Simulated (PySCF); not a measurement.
Breaking a bond: BeO, singlet.

Levels: RKS-PBE = restricted PBE/6-31G (PySCF); RKS-B3LYP = restricted B3LYP/6-31G (PySCF); UKS-B3LYP = unrestricted B3LYP/6-31G in PySCF.

Energies are in kJ/mol, each relative to the lowest point of its own curve near equilibrium.

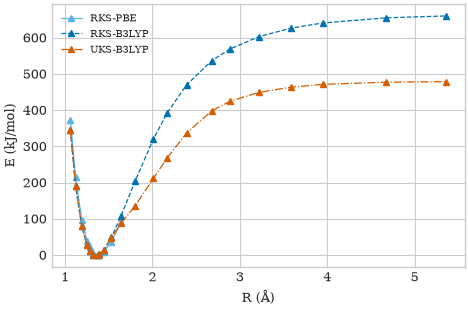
Figure: Energy against bond length for each method.

```
R / Å  RKS-PBE  RKS-B3LYP  UKS-B3LYP
-----  -------  ---------  ---------
1.06     373.1      343.7      343.7
1.12     213.9      189.9      189.9
1.19      96.7       79.3       79.3
1.25      38.7       27.1       27.1
1.28      20.9       12.1       12.1
1.32       6.3        1.1        1.1
1.38       0.0        0.0        0.0
1.39       0.4        1.3        1.3
1.44       7.8       12.6       12.6
1.53      37.1       48.5       48.0
1.64      89.8      107.7       87.3
1.80         —      203.3      135.3
2.01         —      319.7      211.2
2.17         —      392.8      268.4
2.39         —      469.5      336.7
2.68         —      536.6      398.0
2.89         —      568.9      424.5
3.22         —      602.9      448.9
3.59         —      626.4      463.3
3.95         —      640.5      470.8
4.67         —      654.6      477.0
5.36         —      659.9      478.3
```

At the longest distance, 5.36 Å, RKS-B3LYP lies highest above its minimum (659.9 kJ/mol) and UKS-B3LYP lowest (478.3 kJ/mol).

Dashes: no converged value, or the column stops at the first point that the program doubted or that broke a chosen test of continuity, which isn't proof of a fault.

The restricted form behind RKS-PBE, RKS-B3LYP keeps the bonding electrons paired and can't separate into open-shell fragments. At the longest distance RKS-B3LYP leaves fractional charges on the fragments, a sign of delocalisation error or of the restricted form. The unrestricted determinant behind UKS-B3LYP is spin-contaminated at 1.53 to 5.36 Å (<S²> up to 1.1, against 0.00 for a pure singlet).
